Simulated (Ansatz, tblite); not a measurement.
**PAsAsAs tetrahedron (As₃P): charged states by level of theory**

What does removing an electron cost or gain for PAsAsAs tetrahedron (As₃P)? Each charged state is run at several levels.

Program: Ansatz 0.2.0, Gaussian basis. Level of theory: as each input shows. These are calculated values, not measurements.

The runs, in order: charge +1 doublet, at the geometry of the singlet (PBE0-D4/def2-TZVP, PBE-D4/def2-TZVP, r2SCAN-D4/def2-TZVP); the starting singlet's energies come from earlier runs.

## Step 1: The relaxed structure

The singlet was relaxed beforehand with r2SCAN-D4/def2-SVP.

4 atoms, charge 0, spin multiplicity 1.

Atoms are counted from 1 here; the program's logs count them from 0.

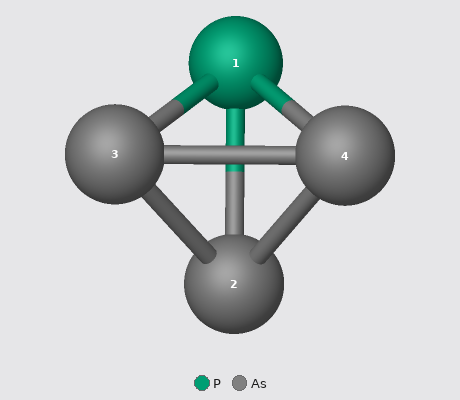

The geometry (phosphorus teal, arsenic grey); atoms are numbered from 1 in the order of the file.

Geometry (Å):

```
P    -1.11494   -0.04705    0.84751
As    1.20400   -0.33719    0.79285
As    0.10902    1.36910   -0.55280
As   -0.19810   -0.98484   -1.08754
```

## Step 2: Charge +1 doublet at the fixed geometry, first pass, PBE0-D4/def2-SVP

in.yaml

```yaml
crystal:
  periodic: [false, false, false]
  atoms:
    - {symbol: P, position_ang: [-1.114939, -0.047055, 0.847507]}
    - {symbol: As, position_ang: [1.204003, -0.337194, 0.792847]}
    - {symbol: As, position_ang: [0.109024, 1.369099, -0.552805]}
    - {symbol: As, position_ang: [-0.198098, -0.984841, -1.087540]}
basis:
  gaussian: {orbitals: def2-SVP}
total_charge: 1
magnetization: {spin_polarized: true, initial_magnetization: 1}
hamiltonian: {xc: pbe0, dispersion: d4}
output: {orbitals: {seedname: orbitals}}
```

Launch:

```bash
$ ansatz run in.yaml --threads 4 --pin off --events-out ev --progress --plain --max-ram 3916MiB
```

Output:

```text
Functional definition: PBE0
  name "PBE0"
  cite "Adamo & Barone, J. Chem. Phys. 110, 6158 (1999) doi:10.1063/1.478522"
  cite "Perdew, Burke & Ernzerhof, Phys. Rev. Lett. 77, 3865 (1996) doi:10.1103/PhysRevLett.77.3865"
  parent pbe
  parameter a = 0.25
  parameter kappa = 0.804
  parameter beta = 0.06672455060314922
  exchange = (1 - a)*pbe_x(kappa = kappa, mu = beta*pi^2/3) + a*exact_x
  correlation = pbe_c(beta = beta)
1106 factors; integrals over basis functions are off by at most 8.3e-4 eV
mean field evaluation 1: about -191753.8017 eV, gradient 1.4e1 eV
mean field evaluation 2: about -191752.5460 eV, gradient 1.9e1 eV
mean field evaluation 4: about -191755.0617 eV, gradient 9.9e-1 eV
mean field evaluation 8: about -191755.0822 eV, gradient 6.4e-2 eV
mean field evaluation 16: about -191755.0824 eV, gradient 2.3e-3 eV
mean field evaluation 32: about -191755.0844 eV, gradient 7.2e-6 eV
mean field evaluation 64: about -191755.0822 eV, gradient 3.6e-1 eV
mean field -191755.08458566 eV, -7046.8693822584 hartree, gradient 9.7e-7 eV, S^2 0.755820; 9 other end points of the search recorded, 0 dependent functions left out
reference -191755.08460784 eV, -7046.8693830733 hartree; 57, 56 occupied and 57, 58 virtual orbitals, 1106 factors
Total energy: -191755.29401987 eV, -7046.8770788236 hartree
```

It took 23 s on 4 threads of Arm Neoverse V2, shared host; peak memory 0.61 GiB.

Report: HOMO -12.78 eV, LUMO -11.09 eV (over both spins); ⟨S²⟩ 0.756 (pure: 0.75); the next solution that the search met lies 0.002 eV higher.

## Step 3: Charge +1 doublet at the fixed geometry, PBE0-D4/def2-TZVP

start.molden holds the orbitals of an earlier run on this state, given as this run's starting guess.

in.yaml, as its differences from that of step 2:

```diff
@@ -8,3 +8,3 @@
 basis:
-  gaussian: {orbitals: def2-SVP}
+  gaussian: {orbitals: def2-TZVP, initial_orbitals: start.molden}
 total_charge: 1
@@ -12,2 +12,3 @@
 hamiltonian: {xc: pbe0, dispersion: d4}
+scf: {omitted_lower_state_checks: [starts]}
 output: {orbitals: {seedname: orbitals}}
```

Same command.

Output, shortened:

```text
Functional definition: PBE0
  name "PBE0"
  cite "Adamo & Barone, J. Chem. Phys. 110, 6158 (1999) doi:10.1063/1.478522"
  cite "Perdew, Burke & Ernzerhof, Phys. Rev. Lett. 77, 3865 (1996) doi:10.1103/PhysRevLett.77.3865"
  parent pbe
[...]
1196 factors; integrals over basis functions are off by at most 9.6e-4 eV
[...]
mean field -191781.11120865 eV, -7047.8258430117 hartree, gradient 4.4e-6 eV, S^2 0.756937; 0 other end points of the search recorded, 0 dependent functions left out
reference -191781.11123024 eV, -7047.8258438051 hartree; 57, 56 occupied and 124, 125 virtual orbitals, 1196 factors
Total energy: -191781.32064227 eV, -7047.8335395554 hartree
Checks for a lower state left out: starts
```

It took 14 s on 4 threads of Arm Neoverse V2, shared host; peak memory 0.87 GiB.

HOMO -12.62 eV, LUMO -10.89 eV (over both spins); ⟨S²⟩ 0.757 (pure: 0.75).

## Step 4: Charge +1 doublet at the fixed geometry, PBE-D4/def2-TZVP

in.yaml, as its differences from that of step 3:

```diff
@@ -11,3 +11,3 @@
 magnetization: {spin_polarized: true, initial_magnetization: 1}
-hamiltonian: {xc: pbe0, dispersion: d4}
+hamiltonian: {xc: pbe, dispersion: d4}
 scf: {omitted_lower_state_checks: [starts]}
```

Same command.

Output:

```text
Functional definition: PBE
  name "PBE"
  cite "Perdew, Burke & Ernzerhof, Phys. Rev. Lett. 77, 3865 (1996) doi:10.1103/PhysRevLett.77.3865"
  parent pbe
  parameter kappa = 0.804
  parameter beta = 0.06672455060314922
  exchange = pbe_x(kappa = kappa, mu = beta*pi^2/3)
  correlation = pbe_c(beta = beta)
these checks for a lower state are left out or cut short: starts
1389 factors; their error is unknown
mean field evaluation 1: about -191775.4295 eV, gradient 1.1e1 eV
mean field evaluation 2: about -191775.5757 eV, gradient 1.9e-1 eV
mean field evaluation 4: about -191775.5613 eV, gradient 2.1e-3 eV
mean field evaluation 8: about -191775.5613 eV, gradient 2.9e-5 eV
mean field -191775.56125642 eV, -7047.6218860291 hartree, gradient 8.6e-6 eV, S^2 0.752944; 0 other end points of the search recorded, 0 dependent functions left out
reference -191775.56128517 eV, -7047.6218870859 hartree; 57, 56 occupied and 124, 125 virtual orbitals, 1389 factors
Total energy: -191775.81098196 eV, -7047.6310632735 hartree
Checks for a lower state left out: starts
```

Wall time 8.5 s (4 threads of Arm Neoverse V2, shared host); peak memory 0.55 GiB.

Report: HOMO -11.66 eV, LUMO -11.62 eV (over both spins); ⟨S²⟩ 0.753 (pure: 0.75).

## Step 5: Charge +1 doublet at the fixed geometry, r2SCAN-D4/def2-TZVP

in.yaml, as its differences from that of step 4:

```diff
@@ -11,3 +11,3 @@
 magnetization: {spin_polarized: true, initial_magnetization: 1}
-hamiltonian: {xc: pbe, dispersion: d4}
+hamiltonian: {xc: r2scan, dispersion: d4}
 scf: {omitted_lower_state_checks: [starts]}
```

Same command.

Output:

```text
Functional definition: r2SCAN
  name "r2SCAN"
  cite "Furness, Kaplan, Ning, Perdew & Sun, J. Phys. Chem. Lett. 11, 8208 (2020) doi:10.1021/acs.jpclett.0c02405"
  cite "Furness, Kaplan, Ning, Perdew & Sun, J. Phys. Chem. Lett. 11, 9248 (2020) doi:10.1021/acs.jpclett.0c03077"
  parent r2scan
  parameter k0 = 0.174
  parameter k1 = 0.065
  parameter a1 = 4.9479
  exchange = r2scan_x(k0 = k0, k1 = k1, a1 = a1)
  correlation = r2scan_c
these checks for a lower state are left out or cut short: starts
1389 factors; their error is unknown
mean field evaluation 1: about -191805.2467 eV, gradient 7.8e0 eV
mean field evaluation 2: about -191805.3176 eV, gradient 1.1e-1 eV
mean field evaluation 4: about -191805.3053 eV, gradient 3.0e-4 eV
mean field evaluation 8: about -191805.3053 eV, gradient 1.7e-5 eV
mean field -191805.30526225 eV, -7048.7149580822 hartree, gradient 7.4e-6 eV, S^2 0.758622; 0 other end points of the search recorded, 0 dependent functions left out
reference -191805.30527272 eV, -7048.7149584671 hartree; 57, 56 occupied and 124, 125 virtual orbitals, 1389 factors
Total energy: -191805.34992924 eV, -7048.7165995639 hartree
Checks for a lower state left out: starts
```

Run time: 25 s. Hardware: 4 threads of Arm Neoverse V2, shared host; peak memory 0.62 GiB.

From the report: HOMO -11.94 eV, LUMO -11.60 eV (over both spins); ⟨S²⟩ 0.759 (pure: 0.75).

## Step 6: Vertical ionisation energy

Charged state less starting state, singlet to doublet; the starting state's energies are those of its earlier runs.

```tsv
level	vertical ionisation energy (eV)	time
PBE-D4/def2-TZVP	+8.88	10 s
r2SCAN-D4/def2-TZVP	+9.03	29 s
PBE0-D4/def2-TZVP	+9.00	18 s
```

Times add the two runs; a level without a time comes out of a correlated run.

Beside −ε(HOMO) of the starting state:

```tsv
level	−ε(HOMO) (eV)	by difference (eV)	mismatch (eV)
PBE-D4/def2-TZVP	6.14	8.88	-2.74
r2SCAN-D4/def2-TZVP	6.43	9.03	-2.60
PBE0-D4/def2-TZVP	7.10	9.00	-1.90
```

## Step 7: Summary of results

| quantity | value |
| --- | --- |
| vertical ionisation energy, functionals in def2-TZVP | 8.88 (PBE-D4) to 9.03 eV (r2SCAN-D4) |

What this shows: The vertical ionisation energy spans 8.88 to 9.03 eV over the functionals. −ε(HOMO) misses the level's own difference by -1.90 eV at best (PBE0-D4) and -2.74 eV at worst (PBE-D4).
